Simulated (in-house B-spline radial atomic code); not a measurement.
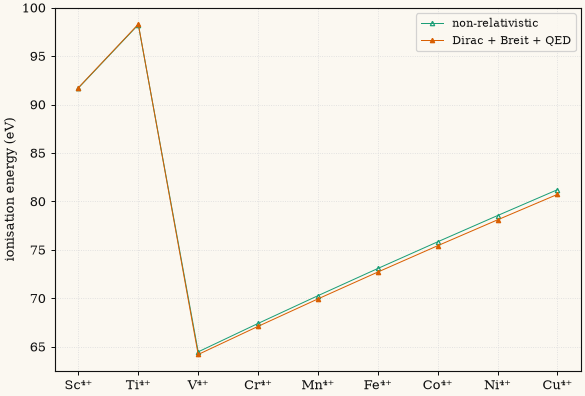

Figure. Ionisation energies with and without relativity. System: Sc⁴⁺, Ti⁴⁺, V⁴⁺, Cr⁴⁺, Mn⁴⁺, Fe⁴⁺, Co⁴⁺, Ni⁴⁺ and Cu⁴⁺. Method: Hartree–Fock ΔSCF (computed with a B-spline radial code). Open p, d and f shells are averaged over both j, so the values don't run from ground level to ground level.

With relativity the highest value is 98.30 eV (Ti⁴⁺) and the lowest 64.20 eV (V⁴⁺). Relativity matters most for Cu⁴⁺ ([Ar] 3d7 → [Ar] 3d6), where it lowers the value from 81.21 eV to 80.72 eV.
